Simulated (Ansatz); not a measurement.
# Al$_{2}$Cl$_{2}$F$_{2}$H$_{2}$ (SMILES [Cl][AlH-]1[F+][AlH-]([Cl])[F+]1): what the fields show

Input

```
crystal:
  periodic: [false, false, false]
  atoms:
    - {symbol: Cl, position_ang: [0.366226, 2.258243, 1.760071]}
    - {symbol: Al, position_ang: [1.065313, 0.710961, 0.556989]}
    - {symbol: F, position_ang: [0.102717, 0.641829, -0.984324]}
    - {symbol: Al, position_ang: [-0.887782, -0.849321, -0.664148]}
    - {symbol: Cl, position_ang: [-2.857573, -0.317129, -0.255612]}
    - {symbol: F, position_ang: [0.097203, -0.797630, 0.863645]}
    - {symbol: H, position_ang: [2.568970, 0.384421, 0.307101]}
    - {symbol: H, position_ang: [-0.455084, -2.031366, -1.583711]}
basis:
  gaussian: {orbitals: def2-TZVPP}
hamiltonian: {xc: pbe0, dispersion: d4}
output: {orbitals: {seedname: orbitals}}
```

Run with:

```sh
ansatz run in.yaml --threads 4 --pin off --events-out ev --progress --plain --max-ram 10444MiB
```

Geometry: PBE0-D4/def2-TZVP.

These are results of Ansatz, RKS PBE0-D4/def2-TZVPP, not measurements.

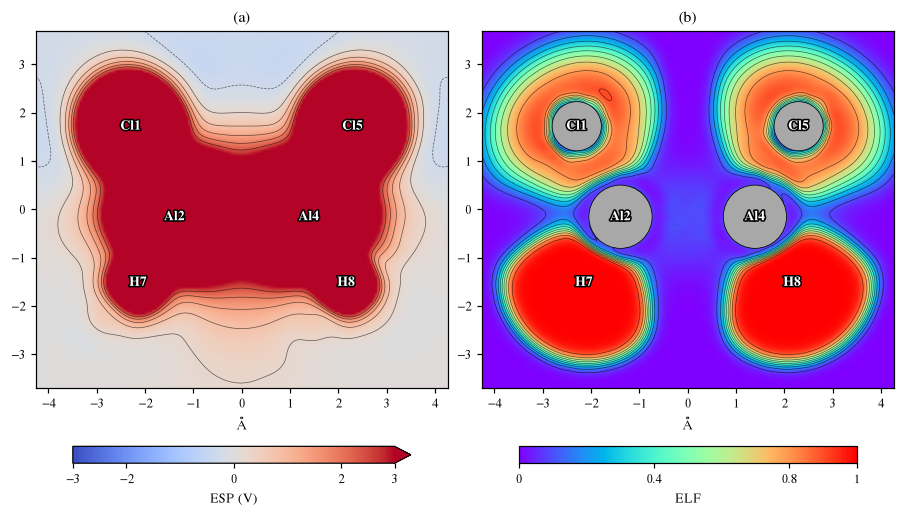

Figure 1. (a) molecular electrostatic potential; (b) ELF on the plane of atoms Cl1, Al2 and H7. Grey discs cover the atomic cores in the ELF map.

Interpret the plot.

Atoms in the plane: Cl, Al and H.
Al–Cl (2.08 Å): the ELF peaks at about 0.85 in the valence shell of Cl, 0.9 Å from its nucleus, and is about 0.80 at the midpoint.
Al–H (1.56 Å): the ELF climbs to about 1 towards the hydrogen.
The ELF also peaks beside Cl1 and Cl5, away from the bonds: lone-pair regions.
Outside the dense part of the molecule the potential is most negative (−0.5 V) near Cl1 and Cl5.

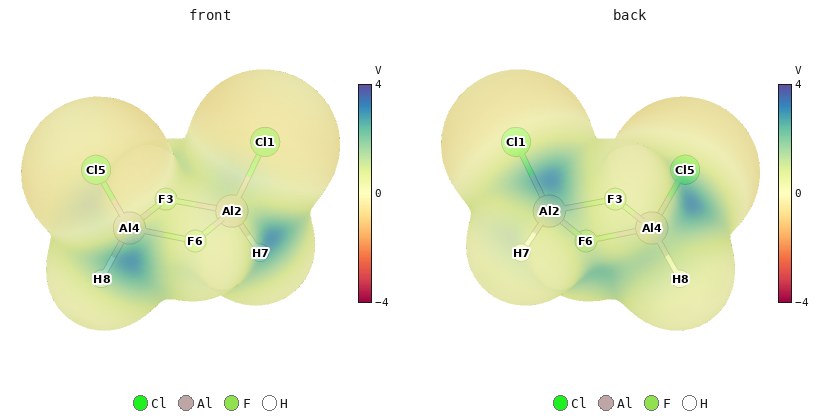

Figure 2. The molecular electrostatic potential painted on the density surface at 0.002 e/bohr³, seen from the front and from behind; the colour scale runs from red (negative) to blue (positive).

Which sites attract a positive test charge, and which a negative one?

A positive charge is drawn to the negative regions and a negative charge to the positive ones. The most negative region (about −0.4 V) lies over Cl1 and Cl5, the most positive (about +3.0 V) over Al2 and Al4.

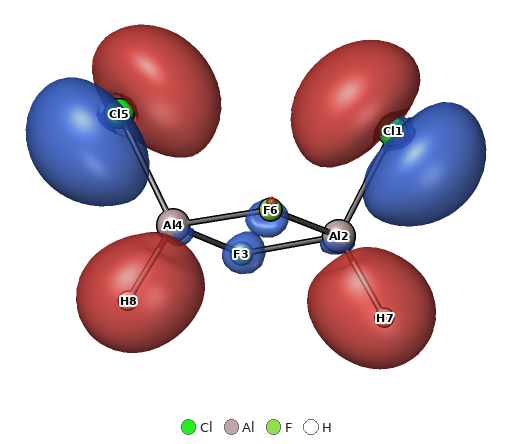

Figure 3. The HOMO−1 at ±0.08 Å⁻³ᐟ² (red and blue are the two phases), seen at a tilt.

Describe this orbital and give its energy.

By Hirshfeld shares it lies mainly on Cl1 (about 35 %), Cl5 (about 35 %), Al2 (about 10 %), Al4 (about 10 %), H7 (about 5 %) and H8 (about 5 %). Its energy is −9.49 eV.

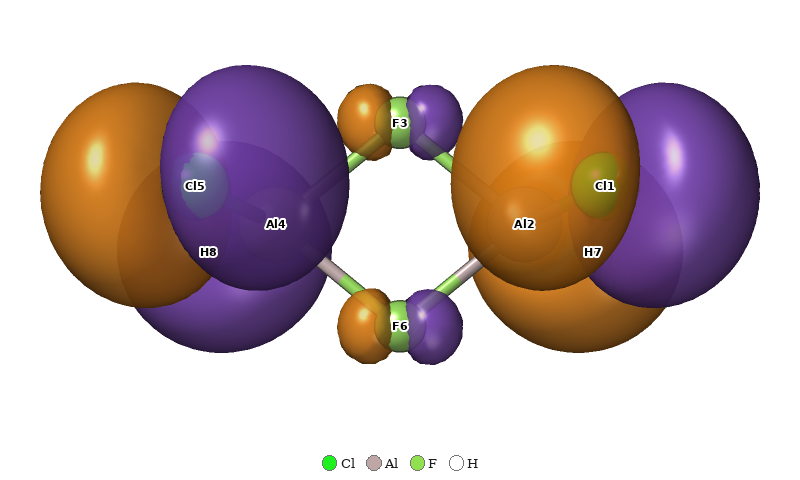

Figure 4. One frontier orbital at ±0.06 Å⁻³ᐟ² (orange and purple are the two phases), seen from one side.

Which orbital is it: HOMO or LUMO?

The HOMO, at −9.28 eV. Its weight (Hirshfeld) is mainly on Cl1 (about 35 %), Cl5 (about 35 %), H7 (about 10 %), H8 (about 10 %), Al2 (about 5 %) and Al4 (about 5 %).
